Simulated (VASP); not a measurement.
Band structure of ZnO (space group P6_3mc). Level of theory: modified Becke-Johnson potential (mBJ), VASP's PBE PAW potentials (set 64) (plane waves; VASP 6.6.1).

mBJ is a potential without an energy functional, so only the levels count.

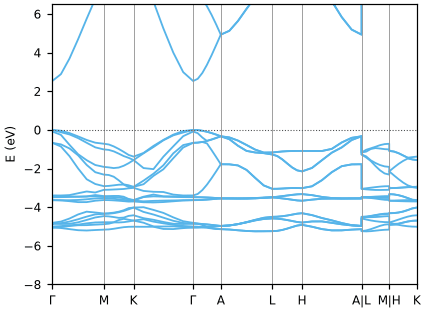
Bands along high-symmetry lines, zero at the valence-band maximum or, without a gap, the Fermi level

**Question.** Read the plot: is there a gap, and where are the band edges?

**Answer.** The gap is direct, 2.53 eV, from the valence maximum at Γ to the conduction minimum at Γ.

The structure comes from a computed database's ZnO entry (P6_3mc); how it stands against other phases isn't given here. It was relaxed first. The cell's shape comes from a PBE relaxation.
